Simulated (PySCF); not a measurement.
Mg(Cp)2, C₁₀H₁₀Mg, singlet, GFN2-xTB optimised geometry. Atoms within 1.6 Å of the plane z = 0.8 Å (x, y, z in Å): Mg1 (-0.01, 0.02, 0.00), C2 (1.14, 2.00, 0.00), C4 (2.28, 0.02, 0.00), C5 (1.84, 0.27, 1.32), C6 (1.13, 1.49, 1.32), H7 (0.81, 2.99, -0.30), H9 (2.97, -0.75, -0.30), H10 (2.14, -0.28, 2.20), H11 (0.80, 2.03, 2.20), C12 (-2.28, -0.08, 0.17), C13 (-1.75, -1.24, 0.77), C14 (-1.09, -1.98, -0.23), H17 (-2.97, 0.61, 0.64), H18 (-1.96, -1.59, 1.77), H19 (-0.71, -2.99, -0.13).

Computed with B3LYP/def2-SVP (PySCF). Cells within 0.4 Å of a nucleus heavier than hydrogen are left out (blank, or x).

Map of the electrostatic potential (hartree/e), clipped to [-0.08, 0.12] on the plane z = 0.8 Å:

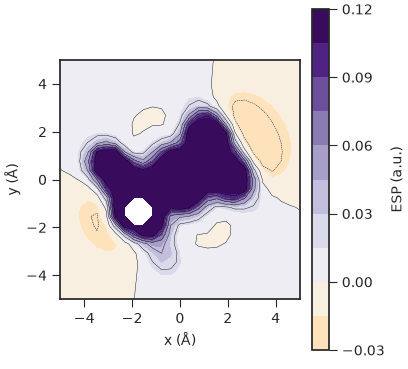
Figure. Electrostatic potential (hartree/e), clipped to [-0.08, 0.12] on the plane z = 0.8 Å.
